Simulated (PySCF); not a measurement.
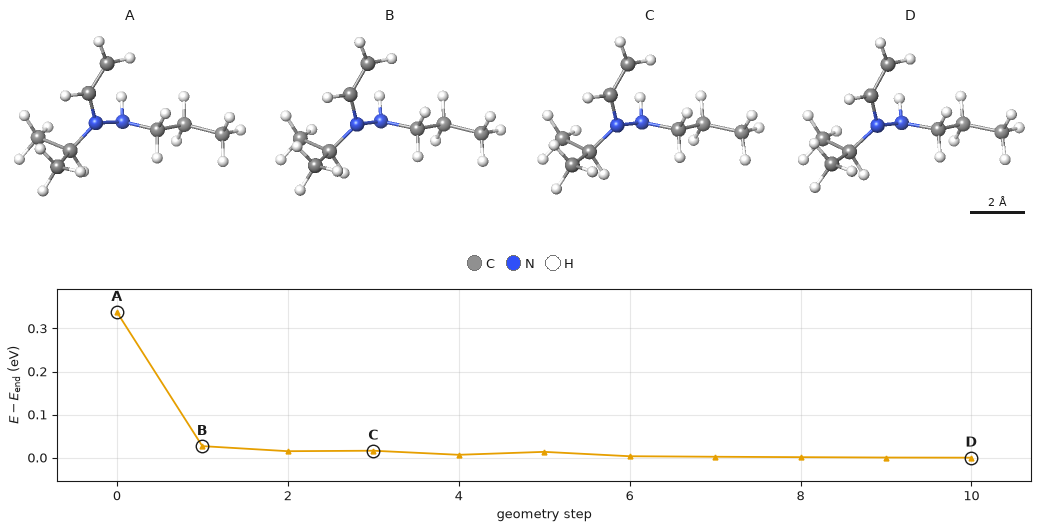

Frames of a relaxation of C8H18N2, marked on the history of the run. Style: ball-and-stick. Shown at a tilt.

The start comes from GFN2-xTB. Its atoms were then displaced at random by about 0.01 Å.

Method: PBE0-D3(BJ)/def2-SVP geometry optimisation, gas phase (PySCF 2.14.0, density-fitted response routines). 

### What happens along the run?

An H atom moves most after the best rigid fit: 0.38 Å. Largest moves by element: H 0.38 Å, C 0.24 Å, N 0.16 Å. Among the contacts that change: N–N 1.451 → 1.385 Å, C–H 1.052 → 1.092 Å, C–C 1.558 → 1.521 Å, C–H 1.065 → 1.101 Å. Bond angles that change, for instance: N–N–H 106.1° → 110.0°, C–C–H 126.6° → 123.1°, H–C–H 111.5° → 108.4°. After 10 geometry steps the energy has fallen by 0.338 eV. From step 0 to 1: an H atom moves most (0.19 Å), energy −0.311 eV. From step 1 to 3: an H atom moves most (0.21 Å), energy −0.011 eV. From step 3 to 10: an H atom moves most (0.10 Å), energy −0.016 eV.

```
step  E − E(0), eV
   0        0.0000
   1       -0.3112
   2       -0.3230
   3       -0.3219
   4       -0.3314
   5       -0.3245
   6       -0.3347
   7       -0.3359
   8       -0.3368
   9       -0.3377
  10       -0.3380
```
